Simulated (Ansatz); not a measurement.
# Fields on a plane of SnO (litharge type, space group P4/nmm)

```yaml
crystal:
  lattice:
    - [3.77006, 0.00000, 0.00000]
    - [0.00000, 3.77006, 0.00000]
    - [0.00000, 0.00000, 4.55986]
  atoms:
    - { symbol: Sn, position: [0.50000, 0.00000, 0.25348] }
    - { symbol: Sn, position: [0.00000, 0.50000, 0.74652] }
    - { symbol: O, position: [0.00000, 0.00000, 0.00000] }
    - { symbol: O, position: [0.50000, 0.50000, 0.00000] }
```

The slice is a (010) plane (indices of the conventional cell) through the point (0.500, 0.500, 0.000) (fractional), spanned by u = [100] and v = [001] in vectors of this cell: u (3.77 Å) and v (4.56 Å, at 90° to u). It covers one period; positions are fractions (u, v).

Atoms on it: Sn at (0.50, 0.75); O at (0.00, 0.00).

These are PBEsol-D3(BJ) (plane waves to 420 eV, PAW, scalar-relativistic; Ansatz, a program for electronic structure) values and carry that method's errors. k mesh 12×12×10. Inside the PAW spheres the values are not all-electron values, and peaks at nuclei hang on which shells count as valence. SnO was relaxed with its symmetry unable to fall.

```tsv
v \ u	0.00	0.12	0.23	0.35	0.46	0.58	0.69	0.81	0.92
0.88	0.3	0.1	-0.3	0.0	0.5	0.4	-0.2	-0.2	0.2
0.75	-0.7	-0.7	-0.3	0.6	1.2	1.0	0.3	-0.5	-0.7
0.62	-1.2	-1.0	-0.5	0.1	0.6	0.5	-0.1	-0.7	-1.1
0.50	-1.3	-1.2	-0.9	-0.6	-0.4	-0.5	-0.7	-1.0	-1.2
0.38	-1.2	-1.2	-1.2	-1.1	-1.1	-1.1	-1.2	-1.2	-1.2
0.25	-0.7	-0.8	-1.2	-1.4	-1.5	-1.5	-1.3	-1.0	-0.8
0.12	0.3	0.0	-0.6	-1.1	-1.4	-1.3	-1.0	-0.4	0.2
0.00	0.9	0.6	-0.2	-0.7	-0.7	-0.7	-0.6	0.0	0.8
```

Values: log₁₀ of the valence density in e/Å³. The scale is logarithmic, as a density can span decades between atoms and voids.

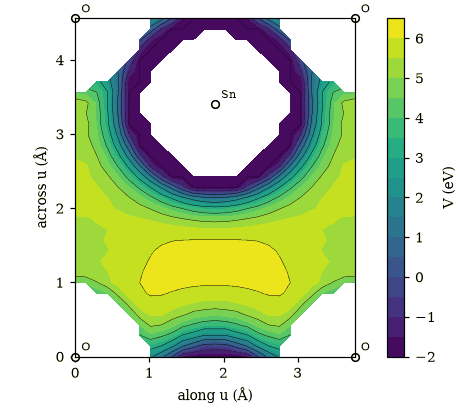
Figure: Electrostatic potential energy of an electron, from the cell's mean, in eV, one period of the plane, atoms marked. Points within 0.9 Å of a nucleus are left white, as the pseudised field means little there. Values under -2 eV are set to -2. The zero, the cell's mean, hangs on the PAW cores.

- Density on the Sn–O line (2.21 Å) at its midpoint: 0.49 e/Å³
- ELF at that point: 0.2
